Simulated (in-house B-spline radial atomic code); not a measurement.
## Al³⁺: RPA and GW calculation

Al³⁺, configuration [He] 2s2 2p6. Computed at this level: RPA, second-order and SOSEX correlation energies and G0W0 (contour deformation) on a non-relativistic mean field, all electrons, B-spline basis (in-house B-spline radial atomic code).

## Summary

- outcome: converged
- mean-field total energy: −239.99852 hartree
- total energy with exact exchange alone: −239.99852 hartree
- exact exchange energy: −17.44460 hartree
- RPA correlation, extrapolated in the angular momentum of the empty orbitals: −0.60609 hartree
- RPA correlation, as summed: −0.60298 hartree
- direct second-order term: −0.68059 hartree
- second-order exchange term: 0.24117 hartree
- SOSEX term: 0.22232 hartree
- hardware: 1 thread of Intel Xeon @ 2.50GHz (Skylake/Cascade Lake), 128 GiB of memory available, shared host
- wall time: 1.7 s

## Remarks

To bear in mind: relativity is absent.

## Input
```
Z = 13
electrons = 10.0
configuration = [He] 2s2 2p6
hamiltonian = nr
method = oep
lmax = 9
spin_polarised = False
box_radius = 14.14
intervals = 66
```

Launched within a batch (the task file carries these settings):
```bash
python <driver script> task.json out
```

The program writes its results to a structured record and prints no log; tables and figures of this report are taken from that record.

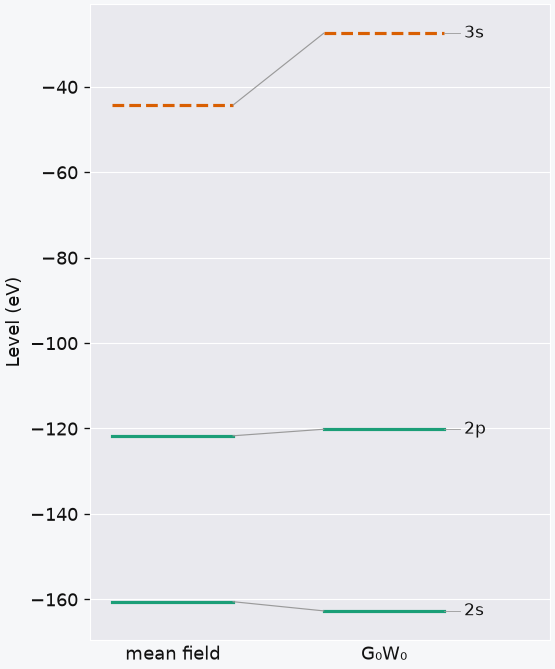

Mean-field and G₀W₀ levels (solid occupied, dashed empty) for Al³⁺ ([He] 2s² 2p⁶). All-electron spherical atom, non-relativistic, exchange-only OEP start, no spin-orbit coupling, Breit or QED terms; computed with a B-spline radial code. The quasi-particle equation is solved at full frequency; levels of low quasi-particle weight Z are left out. Σ columns are in eV, and Σc holds an estimate for the angular momenta beyond the basis. G₀W₀ moves the highest occupied level, 2p, from −121.71 to −120.19 eV (renormalisation factor Z = 0.97). The empty level 3s goes from −44.27 to −27.47 eV.

| Level | Mean field (eV) | Σx − vxc (eV) | Σc (eV) | Z | G₀W₀ (eV) |
| --- | --- | --- | --- | --- | --- |
| 3s | −44.27 | 17.48 | −0.68 | 0.99 | −27.47 |
| 2p | −121.71 | 0.00 | 1.53 | 0.97 | −120.19 |
| 2s | −160.56 | −6.75 | 4.60 | 0.95 | −162.71 |
